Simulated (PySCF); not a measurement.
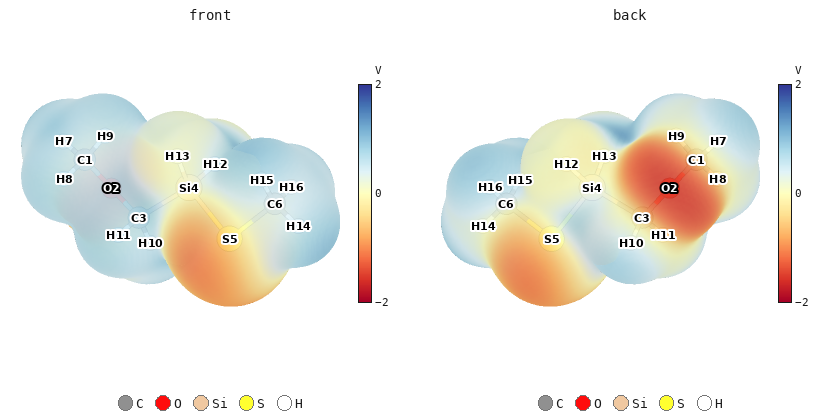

*C3H10OSSi (SMILES COC[SiH2]SC). The electrostatic potential painted on the density surface at 0.002 e/bohr³, seen from the front and from behind; red is negative and blue positive.*

Geometry: GFN2-xTB.

Computed with PBE0/pcSseg-1, SCF density, gas phase, non-relativistic in PySCF.

```yaml
atoms:
  - { symbol: C, position_ang: [-2.9074, 0.1278, 0.2402] }
  - { symbol: O, position_ang: [-2.1869, -1.0321, -0.0678] }
  - { symbol: C, position_ang: [-0.9744, -1.1617, 0.6531] }
  - { symbol: Si, position_ang: [0.3824, 0.0008, -0.0043] }
  - { symbol: S, position_ang: [2.1726, -0.5205, 1.0480] }
  - { symbol: C, position_ang: [3.3162, 0.6594, 0.2686] }
  - { symbol: H, position_ang: [-3.8499, 0.0579, -0.2996] }
  - { symbol: H, position_ang: [-3.1091, 0.1951, 1.3168] }
  - { symbol: H, position_ang: [-2.3756, 1.0334, -0.0733] }
  - { symbol: H, position_ang: [-0.6725, -2.2023, 0.5146] }
  - { symbol: H, position_ang: [-1.1601, -1.0166, 1.7260] }
  - { symbol: H, position_ang: [0.5848, -0.1964, -1.4384] }
  - { symbol: H, position_ang: [0.1401, 1.4227, 0.2619] }
  - { symbol: H, position_ang: [4.2875, 0.5086, 0.7262] }
  - { symbol: H, position_ang: [2.9741, 1.6732, 0.4475] }
  - { symbol: H, position_ang: [3.3706, 0.4596, -0.7960] }
```

### Where is the surface potential most negative and most positive?

The most negative region (about −1.5 V) lies over O2, the most positive (about +1.1 V) over Si4. O2 is the likeliest acceptor of a hydrogen bond.
